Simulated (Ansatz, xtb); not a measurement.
**Ligand exchange: GaH(CH3)F + CHF3S → GaH(CH3)(SH) + CF4**

Species: GaH(CH3)F, singlet; CHF3S (trifluoromethanethiol) `FC(F)(F)S`, singlet; GaH(CH3)(SH), singlet; CF4 `FC(F)(F)F`, singlet. The partners trade F for SH: Ga–F and C–SH bonds give way to Ga–SH and C–F.

Shapes, held fixed at every level: PBE0-D4/def2-TZVP. Flexible molecules stand in one conformer, not always the lowest. Programs: Ansatz 0.2.0, xtb 6.7.1. Electronic energies: no zero-point or thermal term.

| level | kind | ΔE (kJ/mol) | less CCSD(T)/def2-TZVPP |
| --- | --- | --- | --- |
| GFN2-xTB | semi-empirical | +62.2 | +99.5 |
| HF/def2-TZVPP | Hartree–Fock | -50.6 | -13.3 |
| SPW92/def2-TZVPP | LDA | -39.5 | -2.2 |
| PBE-D4/def2-TZVPP | GGA | -28.5 | +8.8 |
| CCSD(T)/def2-SVP | coupled cluster or CI | -51.7 | -14.4 |
| CCSD/def2-SVP | coupled cluster or CI | -51.8 | -14.5 |
| CCSD/def2-TZVPP | coupled cluster or CI | -39.0 | -1.7 |
| CCSD(T)/def2-TZVPP | coupled cluster or CI | -37.3 | 0.0 |

The highest level, CCSD(T)/def2-TZVPP, gives ΔE = -37.3 kJ/mol; the levels span -51.8 to +62.2. They disagree on the sign: 1 of 8 are positive. GFN2-xTB strays far from the other rows. The column of differences is taken from that level and isn't an error. No measured value is set beside it here. Relativity is left out for Ga. Outer-core shells of Ga are correlated, in sets that cover them unevenly.

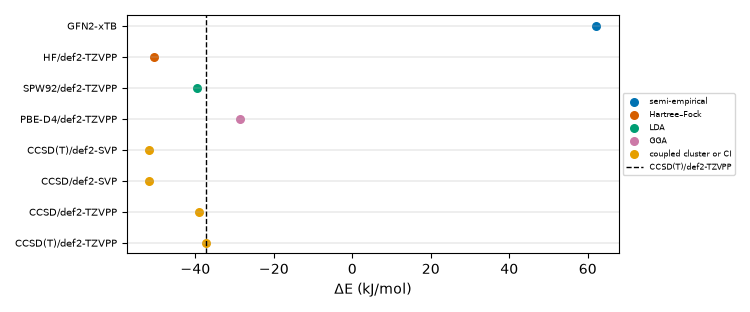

The values of the table, level by level.
